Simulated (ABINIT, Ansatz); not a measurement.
# Quasiparticle gap of SiC (F-43m) in ABINIT, part 2 of 3

How does a plane-wave GW calculation on SiC (F-43m) run from the first input to the gap?

ABINIT 10.8.3; PBE and many-body steps on it, plane waves. Known limits of the many-body steps: not at the basis limit.

So far. Step 2 (Ground state): The gap is indirect, with the least direct gap 3.19 eV higher.

**3. Bands along the symmetry lines**

Level of this step: DFT, PBE, plane waves, norm-conserving pseudopotentials (ABINIT).

The cheap functional maps the bands first; the places of the edges decide which points the dearer methods must see.

The input, run.abi:

```
acell 3*1.0 Angstrom
rprim 
  -0.000000000000 2.179000000000 2.179000000000
  2.179000000000 0.000000000000 2.179000000000
  2.179000000000 2.179000000000 -0.000000000000
ntypat 2
znucl 14 6
natom 2
typat 1 2
xred 
  0.000000000000 0.000000000000 0.000000000000
  0.250000000000 0.250000000000 0.250000000000
pp_dirpath "pseudos"
pseudos "Si.upf, C.upf"
ecut 37
iscf -2
irdden 1
kptopt 0
nkpt 50
kpt 
  0.00000000 0.00000000 0.00000000
  -0.06250000 -0.06250000 0.00000000
  -0.12500000 -0.12500000 0.00000000
  -0.18750000 -0.18750000 0.00000000
  -0.25000000 -0.25000000 0.00000000
  -0.31250000 -0.31250000 0.00000000
  -0.37500000 -0.37500000 0.00000000
  -0.43750000 -0.43750000 0.00000000
  -0.50000000 -0.50000000 0.00000000
  -0.48437500 -0.48437500 0.03125000
  -0.46875000 -0.46875000 0.06250000
  -0.45312500 -0.45312500 0.09375000
  -0.43750000 -0.43750000 0.12500000
  -0.42187500 -0.42187500 0.15625000
  -0.40625000 -0.40625000 0.18750000
  -0.39062500 -0.39062500 0.21875000
  -0.37500000 -0.37500000 0.25000000
  -0.37500000 0.00000000 0.37500000
  -0.32812500 0.00000000 0.32812500
  -0.28125000 0.00000000 0.28125000
  -0.23437500 0.00000000 0.23437500
  -0.18750000 0.00000000 0.18750000
  -0.14062500 0.00000000 0.14062500
  -0.09375000 0.00000000 0.09375000
  -0.04687500 0.00000000 0.04687500
  0.00000000 0.00000000 0.00000000
  0.00000000 0.00000000 0.06250000
  0.00000000 0.00000000 0.12500000
  0.00000000 0.00000000 0.18750000
  0.00000000 0.00000000 0.25000000
  0.00000000 0.00000000 0.31250000
  0.00000000 0.00000000 0.37500000
  0.00000000 0.00000000 0.43750000
  0.00000000 0.00000000 0.50000000
  -0.06250000 -0.03125000 0.46875000
  -0.12500000 -0.06250000 0.43750000
  -0.18750000 -0.09375000 0.40625000
  -0.25000000 -0.12500000 0.37500000
  -0.31250000 -0.15625000 0.34375000
  -0.37500000 -0.18750000 0.31250000
  -0.43750000 -0.21875000 0.28125000
  -0.50000000 -0.25000000 0.25000000
  -0.50000000 -0.28125000 0.21875000
  -0.50000000 -0.31250000 0.18750000
  -0.50000000 -0.34375000 0.15625000
  -0.50000000 -0.37500000 0.12500000
  -0.50000000 -0.40625000 0.09375000
  -0.50000000 -0.43750000 0.06250000
  -0.50000000 -0.46875000 0.03125000
  -0.50000000 -0.50000000 0.00000000
istwfk *1
nband 11
nbdbuf 2
tolwfr 1e-08
nstep 40
prtwf 0
prtvol 0
indata_prefix "in"
outdata_prefix "out"
tmpdata_prefix "tmp"
```

The run is started by

```bash
$ OMP_NUM_THREADS=1 mpirun -n 8 abinit run.abi > log
```

Numbers of over 12 decimals in the logs are rounded to 6 here.

The log of the run:

```text
.Version 10.8.3 of ABINIT. v10.8.2 released Aug 2026.

 Symmetries : space group F-4 3 m (#216); Bravais cF (face-center cubic)
[... echo of the input left out ...]
== DATASET  1 ==================================================================
-   mpi_nproc: 8, omp_nthreads: 1 (-1 if OMP is not activated)

--- !DatasetInfo
iteration_state: {dtset: 1, }
dimensions: {natom: 2, nkpt: 50, mband: 11, nsppol: 1, nspinor: 1, nspden: 1, mpw: 1524, }
cutoff_energies: {ecut:  37.0, pawecutdg:  -1.0, }
electrons: {nelect:   8.00000000E+00, charge:   0.00000000E+00, occopt:   1.00000000E+00, tsmear:   1.00000000E-02, }

 Real(R)+Recip(G) space primitive vectors, cartesian coordinates (Bohr,Bohr^-1):
 R(1)=  0.0000000  4.1177132  4.1177132  G(1)= -0.1214266  0.1214266  0.1214266
 R(2)=  4.1177132  0.0000000  4.1177132  G(2)=  0.1214266 -0.1214266  0.1214266
 R(3)=  4.1177132  4.1177132  0.0000000  G(3)=  0.1214266  0.1214266 -0.1214266
 Unit cell volume ucvol=  1.3963629E+02 bohr^3
 Angles (23,13,12)=  6.00000000E+01  6.00000000E+01  6.00000000E+01 degrees

 getcut: wavevector=  0.0000  0.0000  0.0000  ngfft=  32  32  32
         ecut(hartree)=     37.000   => boxcut(ratio)=   2.00684

--- Pseudopotential description ------------------------------------------------
- Si Generated using ONCVPSP code by D. R. Hamann
- 14.00000   4.00000  171031                  znucl, zion, pspdat
12 -101130 2 -1 1510                          pspcod,pspxc,lmax,lloc,mmax
     nproj     2     2     2
  pspatm : epsatm=    9.34321561
         --- l  ekb(1:nproj) -->
             0    5.168965    0.829883
             1    2.571282    0.578307
             2   -2.427311   -0.488097
 pspatm: atomic psp has been read  and splines computed

- C Generated using ONCVPSP code by D. R. Hamann
-  6.00000   4.00000  171031                  znucl, zion, pspdat
12 -101130 1 -1 1248                          pspcod,pspxc,lmax,lloc,mmax
     nproj     2     2     0
  pspatm : epsatm=    4.31346680
         --- l  ekb(1:nproj) -->
[...]
pspatm: atomic psp has been read  and splines computed

--------------------------------------------------------------------------------

================================================================================
 prteigrs : about to open file out_EIG
 Non-SCF case, kpt    1 (  0.00000  0.00000  0.00000), residuals and eigenvalues=
  7.31E-09  4.96E-09  5.11E-09  9.57E-09  4.44E-09  2.28E-09  5.11E-09  7.08E-09
[...]
-3.1511E-01  2.5118E-01  2.5118E-01  2.5118E-01  4.7989E-01  5.1987E-01
  5.1987E-01  5.1987E-01  7.8510E-01  7.8510E-01  8.5604E-01
 Non-SCF case, kpt    2 ( -0.06250 -0.06250  0.00000), residuals and eigenvalues=
  9.46E-10  3.51E-09  2.94E-09  7.57E-09  2.73E-09  5.13E-09  2.12E-09  7.33E-09
[...]
-3.1136E-01  2.3949E-01  2.4389E-01  2.4389E-01  4.8954E-01  5.1068E-01
[...]
1.01E-09  2.75E-09  3.28E-09  3.77E-09  2.35E-09  4.84E-09  1.51E-09  8.94E-09
[...]
-3.0018E-01  2.1014E-01  2.2553E-01  2.2553E-01  4.7852E-01  5.1628E-01
  5.5867E-01  5.5867E-01  6.7428E-01  8.0189E-01  9.1296E-01
[...]
Non-SCF case, kpt   49 ( -0.50000 -0.46875  0.03125), residuals and eigenvalues=
[...]
-1.3046E-01 -3.4798E-02  1.3098E-01  1.3132E-01  3.0612E-01  4.1484E-01
  7.5986E-01  7.6594E-01  7.9086E-01  9.7615E-01  1.0605E+00
 Non-SCF case, kpt   50 ( -0.50000 -0.50000  0.00000), residuals and eigenvalues=
[...]
-1.3075E-01 -3.5551E-02  1.3389E-01  1.3389E-01  3.0121E-01  4.1043E-01
  7.6569E-01  7.6569E-01  7.9395E-01  9.8755E-01  1.0706E+00

--- !ResultsGS
iteration_state: {dtset: 1, }
comment   : Summary of ground state results
lattice_vectors:
- [ -0.0000000,   4.1177132,   4.1177132, ]
- [  4.1177132,   0.0000000,   4.1177132, ]
- [  4.1177132,   4.1177132,  -0.0000000, ]
lattice_lengths: [   5.82333,    5.82333,    5.82333, ]
lattice_angles: [ 60.000,  60.000,  60.000, ] # degrees, (23, 13, 12)
lattice_volume:   1.3963629E+02
convergence: {deltae:  0.000E+00, res2:  0.000E+00, residm:  9.981E-09, diffor:  0.000E+00, }
etotal    :  -1.02697872E+01
entropy   :   0.00000000E+00
fermie    :   2.51183540E-01
cartesian_stress_tensor: null
pressure_GPa: null
xred      :
- [  0.0000E+00,   0.0000E+00,   0.0000E+00, Si]
- [  2.5000E-01,   2.5000E-01,   2.5000E-01,  C]
cartesian_forces: null
force_length_stats: {min: null, max: null, mean: null, }

 Integrated electronic density in atomic spheres:
 ------------------------------------------------
 Atom  Sphere_radius  Integrated_density
[...]
================================================================================

 ----iterations are completed or convergence reached----

 Mean square residual over all n,k,spin=   47.481E-10; max=  99.808E-10
 reduced coordinates (array xred) for    2 atoms
[...]
cartesian coordinates (angstrom) at end:
    1      0.000000     0.000000     0.000000
    2      1.089500     1.089500     1.089500
 length scales=  1.889726125908  1.889726125908  1.889726125908 bohr
              =  1.000000000000  1.000000000000  1.000000000000 angstroms
 prteigrs : about to open file out_EIG
 Eigenvalues (hartree) for nkpt=  50  k points:
 kpt#   1, nband= 11, wtk=  1.00000, kpt=  0.0000  0.0000  0.0000 (reduced coord)
[...]
kpt#   2, nband= 11, wtk=  1.00000, kpt= -0.0625 -0.0625  0.0000 (reduced coord)
[...]
kpt#   3, nband= 11, wtk=  1.00000, kpt= -0.1250 -0.1250  0.0000 (reduced coord)
[...]
kpt#  49, nband= 11, wtk=  1.00000, kpt= -0.5000 -0.4687  0.0313 (reduced coord)
  -0.13046   -0.03480    0.13098    0.13132    0.30612    0.41484    0.75986    0.76594
   0.79086    0.97615    1.06049
 kpt#  50, nband= 11, wtk=  1.00000, kpt= -0.5000 -0.5000  0.0000 (reduced coord)
  -0.13075   -0.03555    0.13389    0.13389    0.30121    0.41043    0.76569    0.76569
   0.79395    0.98755    1.07056

== END DATASET(S) ==============================================================
================================================================================

 -outvars: echo values of variables after computation  --------
            nband          11
             nkpt          50
          spgroup         216
 [... the other variables as echoed above ...]

 Calculation completed.
```

Elapsed: 4.9 s, on 8 MPI ranks of Intel Xeon Platinum 8259CL at 2.50GHz (Skylake/Cascade Lake), shared host; peak memory 0.51 GiB.

Numbers from this step:

- gap: 1.361 eV
- k of the valence top: 0, 0, 0
- k of the conduction bottom: -0.5, -0.5, 0
- least direct gap: 4.553 eV

The gap is 1.361 eV, as in the run before at this level.

The electronic bands at the labelled points (eV, zero at the top of the highest filled band; v1 is the highest filled band, c1 the lowest empty one):

| point | v4 | v3 | v2 | v1 | c1 | c2 | c3 | c4 |
| --- | --- | --- | --- | --- | --- | --- | --- | --- |
| Γ | -15.41 | 0.00 | 0.00 | 0.00 | 6.22 | 7.31 | 7.31 | 7.31 |
| X | -10.39 | -7.80 | -3.19 | -3.19 | 1.36 | 4.33 | 14.00 | 14.00 |
| U | -10.39 | -7.28 | -5.55 | -2.60 | 3.11 | 7.78 | 11.84 | 12.45 |
| jump to K | -10.39 | -7.28 | -5.55 | -2.60 | 3.11 | 7.78 | 11.84 | 12.45 |
| Γ | -15.41 | 0.00 | 0.00 | 0.00 | 6.22 | 7.31 | 7.31 | 7.31 |
| L | -11.84 | -8.54 | -1.05 | -1.05 | 5.43 | 7.23 | 7.23 | 10.05 |
| W | -10.16 | -7.03 | -4.99 | -4.69 | 5.21 | 9.44 | 9.45 | 9.79 |
| X | -10.39 | -7.80 | -3.19 | -3.19 | 1.36 | 4.33 | 14.00 | 14.00 |

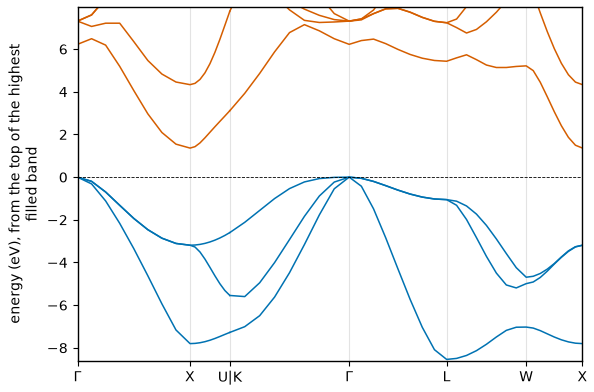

Electronic bands along the path; lines of filled and empty bands in two colours.

**4. Empty states on the mesh, 8×8×8 mesh, 125 bands**

The sums over transitions need many empty states on a uniform mesh; this step solves for them.

The input, run.abi:

```
acell 3*1.0 Angstrom
rprim 
  -0.000000000000 2.179000000000 2.179000000000
  2.179000000000 0.000000000000 2.179000000000
  2.179000000000 2.179000000000 -0.000000000000
ntypat 2
znucl 14 6
natom 2
typat 1 2
xred 
  0.000000000000 0.000000000000 0.000000000000
  0.250000000000 0.250000000000 0.250000000000
pp_dirpath "pseudos"
pseudos "Si.upf, C.upf"
ecut 37
ngkpt 8 8 8
nshiftk 1
shiftk 0 0 0
kptopt 1
chksymbreak 0
irdden 1
istwfk *1
nband 125
prtvol 0
optdriver 6
gwr_task "HDIAGO"
paral_kgb 0
occopt 1
indata_prefix "in"
outdata_prefix "out"
tmpdata_prefix "tmp"
```

The log of the run:

```text
[banner, memory and clock lines left out]
.Version 10.8.3 of ABINIT. v10.8.2 released Aug 2026.

 Symmetries : space group F-4 3 m (#216); Bravais cF (face-center cubic)
[... echo of the input left out ...]
== DATASET  1 ==================================================================
-   mpi_nproc: 8, omp_nthreads: 1 (-1 if OMP is not activated)

--- !DatasetInfo
iteration_state: {dtset: 1, }
dimensions: {natom: 2, nkpt: 29, mband: 125, nsppol: 1, nspinor: 1, nspden: 1, mpw: 1524, }
cutoff_energies: {ecut:  37.0, pawecutdg:  -1.0, }
electrons: {nelect:   8.00000000E+00, charge:   0.00000000E+00, occopt:   1.00000000E+00, tsmear:   1.00000000E-02, }

.Using double precision arithmetic; gwpc =  8

- Reading GS density from: in_DEN

--- Pseudopotential description ------------------------------------------------
- Si Generated using ONCVPSP code by D. R. Hamann
- 14.00000   4.00000  171031                  znucl, zion, pspdat
12 -101130 2 -1 1510                          pspcod,pspxc,lmax,lloc,mmax
     nproj     2     2     2
  pspatm : epsatm=    9.34321561
         --- l  ekb(1:nproj) -->
             0    5.168965    0.829883
             1    2.571282    0.578307
             2   -2.427311   -0.488097
 pspatm: atomic psp has been read  and splines computed

- C Generated using ONCVPSP code by D. R. Hamann
-  6.00000   4.00000  171031                  znucl, zion, pspdat
12 -101130 1 -1 1248                          pspcod,pspxc,lmax,lloc,mmax
     nproj     2     2     0
  pspatm : epsatm=    4.31346680
         --- l  ekb(1:nproj) -->
             0    6.481548    0.385504
             1   -4.199961   -0.877517
 pspatm: atomic psp has been read  and splines computed

   1.09253459E+02                                ecore*ucvol(ha*bohr**3)

 Total charge density [el/Bohr^3]
)     Maximum=    2.7627E-01  at reduced coord.    0.1875    0.2188    0.4063
)     Minimum=    1.3992E-03  at reduced coord.    0.0000    0.0000    0.0000
   Integrated=    8.0000E+00

 === KS gaps after direct diagonalization ===
 Indirect band gap semiconductor
 Fundamental gap:     1.361 (eV)
   VBM:     6.835 (eV) at k: [ 0.0000E+00,  0.0000E+00,  0.0000E+00]
   CBM:     8.196 (eV) at k: [ 5.0000E-01,  5.0000E-01,  0.0000E+00]
 Direct gap:         4.553 (eV) at k: [ 5.0000E-01,  5.0000E-01,  0.0000E+00]

== END DATASET(S) ==============================================================

 -outvars: echo values of variables after computation  --------
           etotal      0.0000000000E+00
            nband         125
             nkpt          29
          spgroup         216
 [... the other variables as echoed above ...]

 Calculation completed.
```

Wall time 18 s (8 MPI ranks); peak memory 1.5 GiB; 2.3 min of CPU time.

Numbers from this step:

| Quantity | Value |
| --- | --- |
| gap | 1.361 eV |
| k of the valence top | 0, 0, 0 |
| k of the conduction bottom | 0.5, 0.5, 0 |
| least direct gap | 4.553 eV |
| k points computed | 29 |
| lowest point of the top converged band, above the valence top | 158.7176 eV |

On this mesh the gap is 1.361 eV.

**5. Screening, 8×8×8 mesh, 117 bands, screening to 239.5 eV**

The RPA dielectric matrix is built and inverted for each q.

This step: RPA screening on PBE, plane waves, norm-conserving pseudopotentials.

run.abi, as its differences from that of step 4:

```diff
@@ -20,10 +20,11 @@
 chksymbreak 0
-irdden 1
 istwfk *1
-nband 125
-prtvol 0
-optdriver 6
-gwr_task "HDIAGO"
-paral_kgb 0
 occopt 1
+irdwfk 1
+optdriver 3
+nband 117
+ecuteps 8.8
+inclvkb 2
+awtr 1
+symchi 1
 indata_prefix "in"
```

The log of the run:

```text
.Version 10.8.3 of ABINIT. v10.8.2 released Aug 2026.

 Symmetries : space group F-4 3 m (#216); Bravais cF (face-center cubic)
[... echo of the input left out ...]
== DATASET  1 ==================================================================
-   mpi_nproc: 8, omp_nthreads: 1 (-1 if OMP is not activated)

--- !DatasetInfo
iteration_state: {dtset: 1, }
dimensions: {natom: 2, nkpt: 29, mband: 117, nsppol: 1, nspinor: 1, nspden: 1, mpw: 1524, }
cutoff_energies: {ecut:  37.0, pawecutdg:  -1.0, }
electrons: {nelect:   8.00000000E+00, charge:   0.00000000E+00, occopt:   1.00000000E+00, tsmear:   1.00000000E-02, }

 SCREENING: Calculation of the susceptibility and dielectric matrices

 Based on a program developped by R.W. Godby, V. Olevano, G. Onida, and L. Reining.
 Incorporated in ABINIT by V. Olevano, G.-M. Rignanese, and M. Torrent.
.Using double precision arithmetic ; gwpc =  8

[... cell and pseudopotentials left out ...]
--------------------------------------------------------------------------------

 ==== K-mesh for the wavefunctions ====
 Number of points in the irreducible wedge :    29
[... list of points left out ...]
 Together with 24 symmetry operations and time-reversal symmetry
 yields   512 points in the full Brillouin Zone.

 ==== Q-mesh for the screening function ====
 Number of points in the irreducible wedge :    29
[... list of points left out ...]
 Together with 24 symmetry operations and time-reversal symmetry
 yields   512 points in the full Brillouin Zone.

 setmesh: FFT mesh size selected  =    24x   24x   24
          total number of points  =        13824

 vcoul_init : cutoff-mode = AUXILIARY_FUNCTION
 q-points for optical limit:   1
     1)      0.000010    0.000020    0.000030

- screening: taking advantage of time-reversal symmetry
- Maximum band index for partially occupied states nbvw = 4
- Remaining bands to be divided among processors   nbcw = 113
- Number of bands treated by each node ~14

 Number of electrons calculated from density =    8.0000; Expected =    8.0000
 average of density, n =  0.057292
 r_s =    1.6092
 omega_plasma =   23.0888 [eV]

 calculating chi0 at frequencies [eV] :
  1    0.000000E+00    0.000000E+00
  2    0.000000E+00    2.308880E+01

--------------------------------------------------------------------------------
  q-point number  1        q = ( 0.000000, 0.000000, 0.000000) [r.l.u.]
--------------------------------------------------------------------------------
[... chi0 elements left out ...]
 For q-point:  0.000010 0.000020 0.000030
  dielectric constant =   6.6717
  dielectric constant without local fields =   7.3104

  Average fulfillment of the sum rule on Im[epsilon] for q-point    1 :     93.09  [%]
[... wings left out ...]
  q-point number  2        q = ( 0.125000, 0.000000, 0.000000) [r.l.u.]
--------------------------------------------------------------------------------
[... chi0 elements left out ...]
  Average fulfillment of the sum rule on Im[epsilon] for q-point    2 :     96.90  [%]

 [... 27 further q-points ...]
```

Run time: 3.1 min. Hardware: 8 MPI ranks; peak memory 2 GiB.

This step gave:

* ε∞ with local fields, on this mesh, along the program's q direction: 6.672
* the same without local fields: 7.310
* plasma frequency: 23.09 eV
* plane waves in the screening matrix: 169

Local fields lower ε∞ by 9 %.

(Continued in part 3 of 3.)

[Paths, hosts, dates, memory and timing lines, banners, echoed tables and standing remarks are left out of the program output.]

[Logs are printed without paths, hosts, clocks, repeated set-up lines and the standing remarks that a program may print on its own settings, such as how far it seeks lower states.]

[Runs of the session that timed out or met a known fault of the program may be left out.]

[Hosts, paths, dates, database ids (printed as entryN), source tags and the programs' standing remarks are cut or masked in the printed files.]

[G0W0 gaps are taken among the corrected bands and points alone; a level outside them can change the order at an edge.]

[Where Ansatz stands beside ABINIT at settings called matched, ABINIT's density can come from a denser mesh and the files from another edition; pairs whose starting gaps differed by over 0.03 eV were left out, so agreement reads better than it is.]
